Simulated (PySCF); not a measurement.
## A study: CH4O3Si, SMILES `O=C[SiH](O)O`

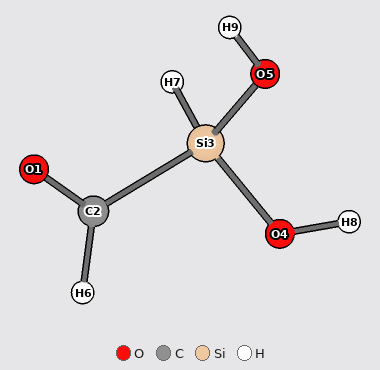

The molecule, with its atoms numbered as below. No frequency check shows the geometry to be a minimum.

Geometry (Å), atoms numbered from 1:

```
O1      -2.2699    0.1032    0.0715
C2      -1.2929   -0.6053    0.1085
Si3      0.4560    0.0113   -0.3695
O4       1.4471   -1.0850    0.2807
O5       0.7791    1.4527    0.3070
H6      -1.4070   -1.6618    0.4267
H7       0.5898    0.0912   -1.8208
H8       2.3742   -0.9013    0.4097
H9       0.1656    2.1785    0.2326
```

## 1. Bonding charge

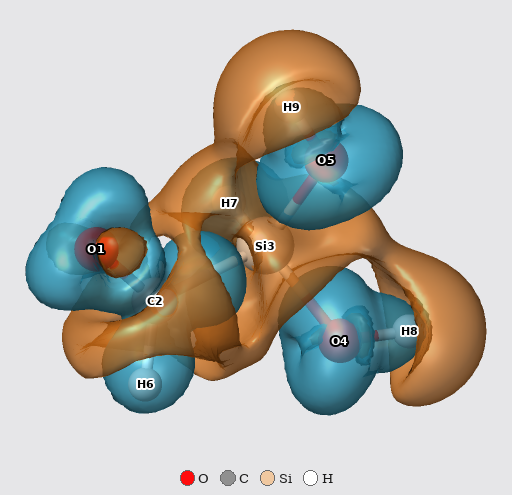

Deformation density (molecule less spherical, spin-averaged free atoms at the same positions), surfaces at ±0.04 e/Å³; light blue: gain, orange: loss.

PySCF calculation, LDA (SVWN)/6-31+G*, gas phase; geometry: GFN2-xTB.

Question: How much density has each bond gained at its critical point, relative to the free atoms?

Answer: C2–H6: +0.66 e/Å³ at the bond critical point (bond length 1.11 Å). O4–H8: +0.66 e/Å³ at the bond critical point (bond length 0.95 Å). O5–H9: +0.65 e/Å³ at the bond critical point (bond length 0.95 Å). O1–C2: +0.56 e/Å³ at the bond critical point (bond length 1.21 Å). Si3–H7: +0.21 e/Å³ at the bond critical point (bond length 1.46 Å). C2–Si3: +0.19 e/Å³ at the bond critical point (bond length 1.92 Å). Si3–O4: +0.07 e/Å³ at the bond critical point (bond length 1.61 Å); up to 0.6 Å beside the axis the gain reaches +0.34 e/Å³. Si3–O5: +0.07 e/Å³ at the bond critical point (bond length 1.62 Å); up to 0.6 Å beside the axis the gain reaches +0.33 e/Å³. In all, 2.1 electrons gather in the regions of gain relative to the promolecule. A small or negative value marks a very polar bond, one between electron-rich atoms, whose free-atom densities already overlap strongly, a long bond to a heavier atom, or a closed-shell contact such as a hydrogen bond.

Question: Where do the Hirshfeld charges lie?

Answer: The highest Hirshfeld charge is on Si3 (+0.39 e), the lowest on O5 (−0.29 e).

```
atom  charge (e)
  O1       −0.21
  C2       +0.04
 Si3       +0.39
  O4       −0.28
  O5       −0.29
  H6       +0.05
  H7       −0.07
  H8       +0.19
  H9       +0.19
```

## 2. Bond critical points

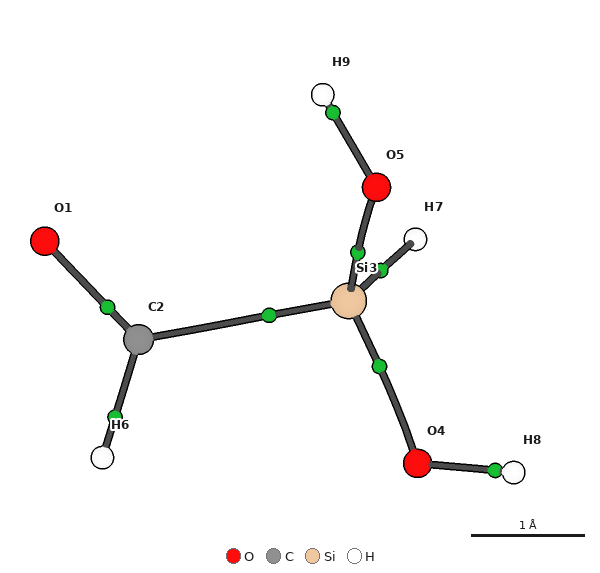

Molecular graph of the electron density (QTAIM): bond paths, bond critical points (green), ring points (magenta, if any); weak paths are dashed.

Question: How many critical points of each kind are there, and does the count close?

Answer: 9 nuclei, 8 bond, 0 ring and 0 cage critical points: 9 − 8 + 0 − 0 = 1, as the Poincaré–Hopf relation requires.

Question: Give the properties at the bond critical points.

Answer:
| bond | length (Å) | ρ (a.u.) | ∇²ρ (a.u.) | ε | H (a.u.) |
| --- | --- | --- | --- | --- | --- |
| O1–C2 | 1.207 | 0.404 | +0.53 | 0.02 | −0.668 |
| O5–H9 | 0.953 | 0.343 | −1.91 | 0.00 | −0.538 |
| O4–H8 | 0.954 | 0.343 | −1.90 | 0.00 | −0.536 |
| C2–H6 | 1.109 | 0.265 | −0.90 | 0.00 | −0.257 |
| Si3–O4 | 1.615 | 0.138 | +1.10 | 0.07 | −0.026 |
| Si3–O5 | 1.625 | 0.135 | +1.05 | 0.09 | −0.026 |
| Si3–H7 | 1.460 | 0.125 | +0.15 | 0.02 | −0.087 |
| C2–Si3 | 1.915 | 0.117 | +0.19 | 0.06 | −0.073 |

Question: What kind of interaction is O5–H9?

Answer: Shared-shell (covalent): ρ = 0.343, ∇²ρ = −1.91, H = −0.538 a.u.

## 3. Local ionisation energy

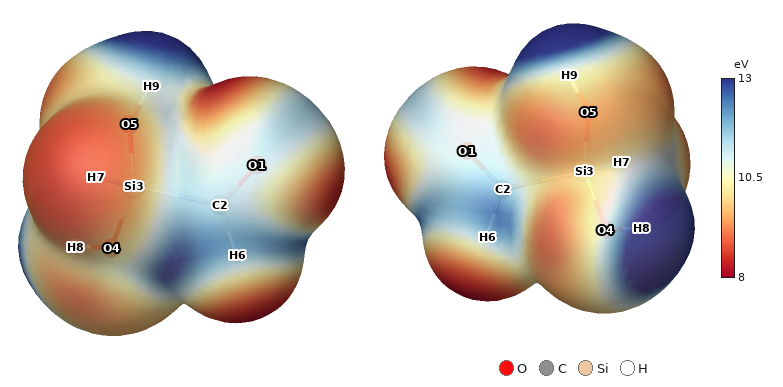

Average local ionisation energy on the surface of electron density 0.001 a.u. (back view left, front view right).

Question: Where are the most loosely bound electrons on this surface?

Answer: The lowest value is 8.1 eV, 1.4 Å from H6. Further minima include 8.2 eV, 1.9 Å from O1; 8.7 eV, 1.5 Å from H7; 9.0 eV, 1.9 Å from O5. For comparison, the highest occupied orbital lies at −5.6 eV.

Question: What volume does the surface enclose, and what is the dipole moment?

Answer: About 107 Å³; the dipole moment is 2.1 D.
